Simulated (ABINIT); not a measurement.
# Quasiparticle gap of BaH2 (P6_3/mmc) in ABINIT, part 2 of 3

Aim: the G0W0 gap of BaH2 (P6_3/mmc) on PBEsol, step by step.

ABINIT 10.8.3; PBEsol and many-body steps on it, plane waves. Known limits of the many-body steps: not at the basis limit; no spin-orbit coupling; coarse k mesh.

So far. Step 2 (Ground state): The gap is indirect, with the least direct gap 1.07 eV higher.

## 3. Bands along the symmetry lines

Level of this step: DFT, PBEsol, plane waves, norm-conserving pseudopotentials (ABINIT).

Levels along a band path, at the cheap level, show where the edges lie and whether the meshes to come will hold them.

Input file run.abi:

```
acell 3*1.0 Angstrom
rprim 
  4.462025052349 0.000000000014 0.000000000000
  -2.231012526186 3.864227047650 0.000000000000
  0.000000000000 0.000000000000 6.055292590000
ntypat 2
znucl 56 1
natom 6
typat 1 1 2 2 2 2
xred 
  0.666666666667 0.333333333333 0.750000000000
  0.333333333333 0.666666666667 0.250000000000
  0.333333333333 0.666666666667 0.750000000000
  0.666666666667 0.333333333333 0.250000000000
  0.000000000000 0.000000000000 0.500000000000
  0.000000000000 0.000000000000 0.000000000000
pp_dirpath "pseudos"
pseudos "Ba.upf, H.upf"
ecut 32
iscf -2
irdden 1
kptopt 0
nkpt 75
kpt 
  0.00000000 0.00000000 0.00000000
  0.06250000 0.00000000 0.00000000
  0.12500000 0.00000000 0.00000000
  0.18750000 0.00000000 0.00000000
  0.25000000 0.00000000 0.00000000
  0.31250000 0.00000000 0.00000000
  0.37500000 0.00000000 0.00000000
  0.43750000 0.00000000 0.00000000
  0.50000000 0.00000000 0.00000000
  0.47916667 0.04166667 0.00000000
  0.45833333 0.08333333 0.00000000
  0.43750000 0.12500000 0.00000000
  0.41666666 0.16666666 0.00000000
  0.39583333 0.20833333 0.00000000
  0.37500000 0.25000000 0.00000000
  0.35416666 0.29166666 0.00000000
  0.33333333 0.33333333 0.00000000
  0.29166666 0.29166666 0.00000000
  0.25000000 0.25000000 0.00000000
  0.20833333 0.20833333 0.00000000
  0.16666666 0.16666666 0.00000000
  0.12500000 0.12500000 0.00000000
  0.08333333 0.08333333 0.00000000
  0.04166667 0.04166667 0.00000000
  0.00000000 0.00000000 0.00000000
  0.00000000 0.00000000 0.06250000
  0.00000000 0.00000000 0.12500000
  0.00000000 0.00000000 0.18750000
  0.00000000 0.00000000 0.25000000
  0.00000000 0.00000000 0.31250000
  0.00000000 0.00000000 0.37500000
  0.00000000 0.00000000 0.43750000
  0.00000000 0.00000000 0.50000000
  0.06250000 0.00000000 0.50000000
  0.12500000 0.00000000 0.50000000
  0.18750000 0.00000000 0.50000000
  0.25000000 0.00000000 0.50000000
  0.31250000 0.00000000 0.50000000
  0.37500000 0.00000000 0.50000000
  0.43750000 0.00000000 0.50000000
  0.50000000 0.00000000 0.50000000
  0.47916667 0.04166667 0.50000000
  0.45833333 0.08333333 0.50000000
  0.43750000 0.12500000 0.50000000
  0.41666666 0.16666666 0.50000000
  0.39583333 0.20833333 0.50000000
  0.37500000 0.25000000 0.50000000
  0.35416666 0.29166666 0.50000000
  0.33333333 0.33333333 0.50000000
  0.29166666 0.29166666 0.50000000
  0.25000000 0.25000000 0.50000000
  0.20833333 0.20833333 0.50000000
  0.16666666 0.16666666 0.50000000
  0.12500000 0.12500000 0.50000000
  0.08333333 0.08333333 0.50000000
  0.04166667 0.04166667 0.50000000
  0.00000000 0.00000000 0.50000000
  0.50000000 0.00000000 0.50000000
  0.50000000 0.00000000 0.43750000
  0.50000000 0.00000000 0.37500000
  0.50000000 0.00000000 0.31250000
  0.50000000 0.00000000 0.25000000
  0.50000000 0.00000000 0.18750000
  0.50000000 0.00000000 0.12500000
  0.50000000 0.00000000 0.06250000
  0.50000000 -0.00000000 0.00000000
  0.33333333 0.33333333 0.50000000
  0.33333333 0.33333333 0.43750000
  0.33333333 0.33333333 0.37500000
  0.33333333 0.33333333 0.31250000
  0.33333333 0.33333333 0.25000000
  0.33333333 0.33333333 0.18750000
  0.33333333 0.33333333 0.12500000
  0.33333333 0.33333333 0.06250000
  0.33333333 0.33333333 0.00000000
istwfk *1
nband 19
nbdbuf 2
tolwfr 1e-08
nstep 40
prtwf 0
prtvol 0
indata_prefix "in"
outdata_prefix "out"
tmpdata_prefix "tmp"
```

The run is started by

```console
$ OMP_NUM_THREADS=1 mpirun -n 4 abinit run.abi > log
```

Numbers of over 12 decimals in the logs are rounded to 6 here.

The log of the run:

```text
.Version 10.8.3 of ABINIT. v10.8.2 released Aug 2026.

 Symmetries : space group P6_3/m m c (#194); Bravais hP (primitive hexag.)
[... echo of the input left out ...]
== DATASET  1 ==================================================================
-   mpi_nproc: 4, omp_nthreads: 1 (-1 if OMP is not activated)

--- !DatasetInfo
iteration_state: {dtset: 1, }
dimensions: {natom: 6, nkpt: 75, mband: 19, nsppol: 1, nspinor: 1, nspden: 1, mpw: 6130, }
cutoff_energies: {ecut:  32.0, pawecutdg:  -1.0, }
electrons: {nelect:   2.40000000E+01, charge:   0.00000000E+00, occopt:   1.00000000E+00, tsmear:   1.00000000E-02, }

 Real(R)+Recip(G) space primitive vectors, cartesian coordinates (Bohr,Bohr^-1):
 R(1)=  8.4320053  0.0000000  0.0000000  G(1)=  0.1185958  0.0684713  0.0000000
 R(2)= -4.2160027  7.3023308  0.0000000  G(2)=  0.0000000  0.1369426  0.0000000
 R(3)=  0.0000000  0.0000000 11.4428446  G(3)=  0.0000000  0.0000000  0.0873909
 Unit cell volume ucvol=  7.0457361E+02 bohr^3
 Angles (23,13,12)=  9.00000000E+01  9.00000000E+01  1.20000000E+02 degrees

 getcut: wavevector=  0.0000  0.0000  0.0000  ngfft=  45  45  60
         ecut(hartree)=     32.000   => boxcut(ratio)=   2.04919

--- Pseudopotential description ------------------------------------------------
- Ba Generated using ONCVPSP code by D. R. Hamann
- 56.00000  10.00000  180301                  znucl, zion, pspdat
12 -116133 2 -1 1936                          pspcod,pspxc,lmax,lloc,mmax
     nproj     2     2     2
  pspatm : epsatm=   26.37418133
         --- l  ekb(1:nproj) -->
             0    6.652372    0.677024
             1    5.027722    0.408462
             2    2.543237    0.416854
 pspatm: atomic psp has been read  and splines computed

- H Generated using ONCVPSP code by D. R. Hamann
-  1.00000   1.00000  180301                  znucl, zion, pspdat
12 -116133 1 -1 1180                          pspcod,pspxc,lmax,lloc,mmax
     nproj     2     1     0
  pspatm : epsatm=    0.35585368
         --- l  ekb(1:nproj) -->
[...]
1   -0.494138
 pspatm: atomic psp has been read  and splines computed

--------------------------------------------------------------------------------

================================================================================
 prteigrs : about to open file out_EIG
 Non-SCF case, kpt    1 (  0.00000  0.00000  0.00000), residuals and eigenvalues=
  4.53E-09  9.40E-09  1.97E-09  3.04E-09  7.07E-09  2.80E-09  5.81E-09  1.21E-09
  1.74E-09  1.11E-09  5.97E-09  6.57E-09  3.05E-09  9.04E-09  6.56E-09  8.66E-09
[...]
-8.4430E-01 -8.3787E-01 -3.2333E-01 -2.9297E-01 -2.9297E-01 -2.8383E-01
 -2.8383E-01 -2.8230E-01 -7.9456E-03  4.2869E-02  1.3315E-01  1.5182E-01
  2.5198E-01  2.5198E-01  2.8885E-01  2.8885E-01  2.8991E-01  2.8991E-01
  3.1860E-01
 Non-SCF case, kpt    2 (  0.06250  0.00000  0.00000), residuals and eigenvalues=
[...]
Non-SCF case, kpt   74 (  0.33333  0.33333  0.06250), residuals and eigenvalues=
[...]
3.7768E-01
 Non-SCF case, kpt   75 (  0.33333  0.33333  0.00000), residuals and eigenvalues=
[...]
-3.0119E-01 -2.8904E-01  7.8558E-02  7.8558E-02  7.9996E-02  8.6863E-02
  2.6619E-01  2.6619E-01  3.0696E-01  3.3445E-01  3.3445E-01  3.4478E-01
  3.7748E-01

--- !ResultsGS
iteration_state: {dtset: 1, }
comment   : Summary of ground state results
lattice_vectors:
- [  8.4320053,   0.0000000,   0.0000000, ]
- [ -4.2160027,   7.3023308,   0.0000000, ]
- [  0.0000000,   0.0000000,  11.4428446, ]
lattice_lengths: [   8.43201,    8.43201,   11.44284, ]
lattice_angles: [ 90.000,  90.000, 120.000, ] # degrees, (23, 13, 12)
lattice_volume:   7.0457361E+02
convergence: {deltae:  0.000E+00, res2:  0.000E+00, residm:  9.983E-09, diffor:  0.000E+00, }
etotal    :  -5.85971915E+01
entropy   :   0.00000000E+00
fermie    :   1.51815635E-01
cartesian_stress_tensor: null
pressure_GPa: null
xred      :
- [  6.6667E-01,   3.3333E-01,   7.5000E-01, Ba]
- [  3.3333E-01,   6.6667E-01,   2.5000E-01, Ba]
- [  3.3333E-01,   6.6667E-01,   7.5000E-01,  H]
- [  6.6667E-01,   3.3333E-01,   2.5000E-01,  H]
- [  3.7007E-17,   9.2519E-17,   5.0000E-01,  H]
- [  3.7007E-17,   9.2519E-17,   2.7756E-17,  H]
cartesian_forces: null
force_length_stats: {min: null, max: null, mean: null, }

 Integrated electronic density in atomic spheres:
 ------------------------------------------------
 Atom  Sphere_radius  Integrated_density
[...]
================================================================================

 ----iterations are completed or convergence reached----

 Mean square residual over all n,k,spin=   48.486E-10; max=  99.826E-10
 reduced coordinates (array xred) for    6 atoms
[...]
cartesian coordinates (angstrom) at end:
    1      2.231013     1.288076     4.541469
    2     -7.67e-12     2.576151     1.513823
    3     -7.67e-12     2.576151     4.541469
    4      2.231013     1.288076     1.513823
    5     -0.000000     0.000000     3.027646
    6     -0.000000     0.000000     0.000000
 length scales=  1.889726125908  1.889726125908  1.889726125908 bohr
              =  1.000000000000  1.000000000000  1.000000000000 angstroms
 prteigrs : about to open file out_EIG
 Eigenvalues (hartree) for nkpt=  75  k points:
 kpt#   1, nband= 19, wtk=  1.00000, kpt=  0.0000  0.0000  0.0000 (reduced coord)
[...]
kpt#   2, nband= 19, wtk=  1.00000, kpt=  0.0625  0.0000  0.0000 (reduced coord)
[...]
kpt#   3, nband= 19, wtk=  1.00000, kpt=  0.1250  0.0000  0.0000 (reduced coord)
[...]
kpt#  74, nband= 19, wtk=  1.00000, kpt=  0.3333  0.3333  0.0625 (reduced coord)
[...]
0.33690    0.34782    0.37768
 kpt#  75, nband= 19, wtk=  1.00000, kpt=  0.3333  0.3333  0.0000 (reduced coord)
  -0.83975   -0.83975   -0.30942   -0.30265   -0.30265   -0.30119   -0.30119   -0.28904
   0.07856    0.07856    0.08000    0.08686    0.26619    0.26619    0.30696    0.33445
   0.33445    0.34478    0.37748

== END DATASET(S) ==============================================================
================================================================================

 -outvars: echo values of variables after computation  --------
            nband          19
             nkpt          75
          spgroup         194
 [... the other variables as echoed above ...]

 Calculation completed.
```

Wall time 36 s (4 MPI ranks of Arm Neoverse V1, shared host); peak memory 0.41 GiB; 2.4 min of CPU time.

Numbers from this step:

| Property | Result |
| --- | --- |
| gap | 1.473 eV |
| k of the valence top | 0, 0, 0 |
| k of the conduction bottom | 0.3333, 0.3333, 0.5 |
| least direct gap | 2.542 eV |

The gap is 1.473 eV, as in the run before at this level.

Electronic bands along the path, in eV, zero at the top of the highest filled band:

```tsv
point	band 9	band 10	band 11	band 12	band 13	band 14	band 15	band 16
Γ	-4.35	-2.96	-0.51	0.00	2.73	2.73	3.73	3.73
M	-2.56	-2.25	-1.67	-1.59	2.51	3.78	3.79	5.10
K	-1.99	-1.99	-1.95	-1.77	3.11	3.11	4.22	4.97
Γ	-4.35	-2.96	-0.51	0.00	2.73	2.73	3.73	3.73
A	-3.29	-3.29	-0.46	-0.46	2.58	2.58	2.58	2.58
L	-2.30	-2.30	-1.37	-1.37	2.30	2.30	3.85	3.85
H	-1.77	-1.77	-1.54	-1.54	1.47	1.47	4.35	4.35
A	-3.29	-3.29	-0.46	-0.46	2.58	2.58	2.58	2.58
jump to L	-2.30	-2.30	-1.37	-1.37	2.30	2.30	3.85	3.85
M	-2.56	-2.25	-1.67	-1.59	2.51	3.78	3.79	5.10
jump to H	-1.77	-1.77	-1.54	-1.54	1.47	1.47	4.35	4.35
K	-1.99	-1.99	-1.95	-1.77	3.11	3.11	4.22	4.97
```

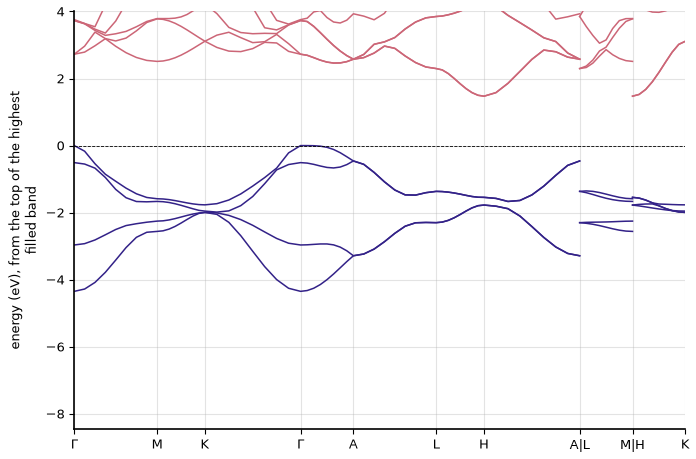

Electronic bands along the path; lines of filled and empty bands in two colours.

## 4. Empty states on the mesh, 3×3×2 mesh, 234 bands

The sums over transitions need many empty states on a uniform mesh; this step solves for them.

Input file run.abi:

```
acell 3*1.0 Angstrom
rprim 
  4.462025052349 0.000000000014 0.000000000000
  -2.231012526186 3.864227047650 0.000000000000
  0.000000000000 0.000000000000 6.055292590000
ntypat 2
znucl 56 1
natom 6
typat 1 1 2 2 2 2
xred 
  0.666666666667 0.333333333333 0.750000000000
  0.333333333333 0.666666666667 0.250000000000
  0.333333333333 0.666666666667 0.750000000000
  0.666666666667 0.333333333333 0.250000000000
  0.000000000000 0.000000000000 0.500000000000
  0.000000000000 0.000000000000 0.000000000000
pp_dirpath "pseudos"
pseudos "Ba.upf, H.upf"
ecut 32
ngkpt 3 3 2
nshiftk 1
shiftk 0 0 0
kptopt 1
chksymbreak 0
iscf -2
irdden 1
istwfk *1
nband 234
nbdbuf 20
tolwfr 1e-09
nstep 60
prtvol 0
indata_prefix "in"
outdata_prefix "out"
tmpdata_prefix "tmp"
```

The log of the run:

```text
.Version 10.8.3 of ABINIT. v10.8.2 released Aug 2026.

 Symmetries : space group P6_3/m m c (#194); Bravais hP (primitive hexag.)
[... echo of the input left out ...]
== DATASET  1 ==================================================================
-   mpi_nproc: 4, omp_nthreads: 1 (-1 if OMP is not activated)

--- !DatasetInfo
iteration_state: {dtset: 1, }
dimensions: {natom: 6, nkpt: 6, mband: 234, nsppol: 1, nspinor: 1, nspden: 1, mpw: 6126, }
cutoff_energies: {ecut:  32.0, pawecutdg:  -1.0, }
electrons: {nelect:   2.40000000E+01, charge:   0.00000000E+00, occopt:   1.00000000E+00, tsmear:   1.00000000E-02, }

 Real(R)+Recip(G) space primitive vectors, cartesian coordinates (Bohr,Bohr^-1):
 R(1)=  8.4320053  0.0000000  0.0000000  G(1)=  0.1185958  0.0684713  0.0000000
 R(2)= -4.2160027  7.3023308  0.0000000  G(2)=  0.0000000  0.1369426  0.0000000
 R(3)=  0.0000000  0.0000000 11.4428446  G(3)=  0.0000000  0.0000000  0.0873909
 Unit cell volume ucvol=  7.0457361E+02 bohr^3
 Angles (23,13,12)=  9.00000000E+01  9.00000000E+01  1.20000000E+02 degrees

 getcut: wavevector=  0.0000  0.0000  0.0000  ngfft=  45  45  60
         ecut(hartree)=     32.000   => boxcut(ratio)=   2.04919

--- Pseudopotential description ------------------------------------------------
- Ba Generated using ONCVPSP code by D. R. Hamann
- 56.00000  10.00000  180301                  znucl, zion, pspdat
12 -116133 2 -1 1936                          pspcod,pspxc,lmax,lloc,mmax
     nproj     2     2     2
  pspatm : epsatm=   26.37418133
         --- l  ekb(1:nproj) -->
             0    6.652372    0.677024
             1    5.027722    0.408462
             2    2.543237    0.416854
 pspatm: atomic psp has been read  and splines computed

- H Generated using ONCVPSP code by D. R. Hamann
-  1.00000   1.00000  180301                  znucl, zion, pspdat
12 -116133 1 -1 1180                          pspcod,pspxc,lmax,lloc,mmax
     nproj     2     1     0
  pspatm : epsatm=    0.35585368
         --- l  ekb(1:nproj) -->
[...]
1   -0.494138
 pspatm: atomic psp has been read  and splines computed

--------------------------------------------------------------------------------

================================================================================
 prteigrs : about to open file out_EIG
 Non-SCF case, kpt    1 (  0.00000  0.00000  0.00000), residuals and eigenvalues=
  2.94E-10  2.49E-10  2.86E-10  1.60E-10  2.42E-10  2.21E-10  3.78E-10  2.13E-10
  3.13E-11  6.36E-11  7.19E-11  5.40E-11  8.47E-11  8.79E-10  5.03E-11  8.72E-11
  5.98E-11  1.46E-10  7.57E-11  6.72E-11  7.85E-11  8.16E-11  9.68E-11  6.46E-11
[...]
2.17E-04  1.40E-04
 -8.4430E-01 -8.3787E-01 -3.2333E-01 -2.9297E-01 -2.9297E-01 -2.8383E-01
 -2.8383E-01 -2.8230E-01 -7.9456E-03  4.2869E-02  1.3315E-01  1.5182E-01
  2.5198E-01  2.5198E-01  2.8885E-01  2.8885E-01  2.8991E-01  2.8991E-01
[...]
3.1947E+00  3.2019E+00  3.2019E+00  3.2122E+00  3.2337E+00  3.2337E+00
  3.2651E+00  3.2735E+00  3.2826E+00  3.3108E+00  3.3132E+00  3.3201E+00
 prteigrs : prtvol=0 or 1, do not print more k-points.

--- !ResultsGS
iteration_state: {dtset: 1, }
comment   : Summary of ground state results
lattice_vectors:
- [  8.4320053,   0.0000000,   0.0000000, ]
- [ -4.2160027,   7.3023308,   0.0000000, ]
- [  0.0000000,   0.0000000,  11.4428446, ]
lattice_lengths: [   8.43201,    8.43201,   11.44284, ]
lattice_angles: [ 90.000,  90.000, 120.000, ] # degrees, (23, 13, 12)
lattice_volume:   7.0457361E+02
convergence: {deltae:  0.000E+00, res2:  0.000E+00, residm:  9.994E-10, diffor:  0.000E+00, }
etotal    :  -5.85971915E+01
entropy   :   0.00000000E+00
fermie    :   1.51815635E-01
cartesian_stress_tensor: null
pressure_GPa: null
xred      :
- [  6.6667E-01,   3.3333E-01,   7.5000E-01, Ba]
- [  3.3333E-01,   6.6667E-01,   2.5000E-01, Ba]
- [  3.3333E-01,   6.6667E-01,   7.5000E-01,  H]
- [  6.6667E-01,   3.3333E-01,   2.5000E-01,  H]
- [  3.7007E-17,   9.2519E-17,   5.0000E-01,  H]
- [  3.7007E-17,   9.2519E-17,   2.7756E-17,  H]
cartesian_forces: null
force_length_stats: {min: null, max: null, mean: null, }

 Integrated electronic density in atomic spheres:
 ------------------------------------------------
 Atom  Sphere_radius  Integrated_density
[...]
================================================================================

 ----iterations are completed or convergence reached----

 Mean square residual over all n,k,spin=   30.133E-11; max=  99.945E-11
 reduced coordinates (array xred) for    6 atoms
[...]
0.000000000000      0.000000000000      0.500000000000
       0.000000000000      0.000000000000      0.000000000000

 cartesian coordinates (angstrom) at end:
    1      2.231013     1.288076     4.541469
    2     -7.67e-12     2.576151     1.513823
    3     -7.67e-12     2.576151     4.541469
    4      2.231013     1.288076     1.513823
    5     -0.000000     0.000000     3.027646
    6     -0.000000     0.000000     0.000000
 length scales=  1.889726125908  1.889726125908  1.889726125908 bohr
              =  1.000000000000  1.000000000000  1.000000000000 angstroms
 prteigrs : about to open file out_EIG
 Eigenvalues (hartree) for nkpt=   6  k points:
 kpt#   1, nband=234, wtk=  0.05556, kpt=  0.0000  0.0000  0.0000 (reduced coord)
[...]
3.14903    3.14903    3.15676    3.15676    3.17752    3.17752    3.19466    3.20193
   3.20193    3.21224    3.23366    3.23366    3.26511    3.27346    3.28263    3.31081
   3.31321    3.32007
 prteigrs : prtvol=0 or 1, do not print more k-points.

== END DATASET(S) ==============================================================
================================================================================

 -outvars: echo values of variables after computation  --------
            nband         234
             nkpt           6
          spgroup         194
 [... the other variables as echoed above ...]

 Calculation completed.
```

Wall time 2 min (4 MPI ranks); peak memory 0.46 GiB.

Numbers from this step:

```yaml
gap: 1.473 eV
k_of_the_valence_top: 0, 0, 0
k_of_the_conduction_bottom: 0.3333, 0.3333, 0.5
least_direct_gap: 2.725 eV
k_points_computed: 6
lowest_point_of_the_top_converged_band_above_the_valence_top: 80.2126 eV
```

On this mesh the gap is 1.473 eV.

[end of part 2 of 3]

[Paths, hosts, dates, memory and timing lines, banners, echoed tables and standing remarks are left out of the program output.]

[Logs are printed without paths, hosts, clocks, repeated set-up lines and the standing remarks that a program may print on its own settings, such as how far it seeks lower states.]

[Runs of the session that timed out or met a known fault of the program may be left out.]

[Hosts, paths, dates, database ids (printed as entryN), source tags and the programs' standing remarks are cut or masked in the printed files.]

[G0W0 gaps are taken among the corrected bands and points alone; a level outside them can change the order at an edge.]

[Where Ansatz stands beside ABINIT at settings called matched, ABINIT's density can come from a denser mesh and the files from another edition; pairs whose starting gaps differed by over 0.03 eV were left out, so agreement reads better than it is.]
